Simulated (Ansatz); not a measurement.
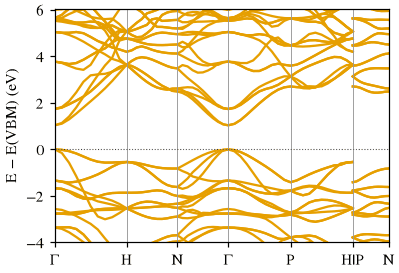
Figure. Band structure from the program Ansatz at the PBE level (PAW)

Question: Read off the gap and where the band edges lie.

Answer: About 1.0 eV (1.04 eV by a search for the band edges); maximum at Γ, minimum at Γ.

The material is Hf3N4 in space group I-43d (No. 220; Hf on 12a, N on 16c).

The cell was relaxed with PBE under the symmetry of its start. No spin polarisation was allowed. Scalar-relativistic: spin–orbit coupling is off unless named, which matters more the heavier the elements.

Potentials: the later of the program's two PAW sets.
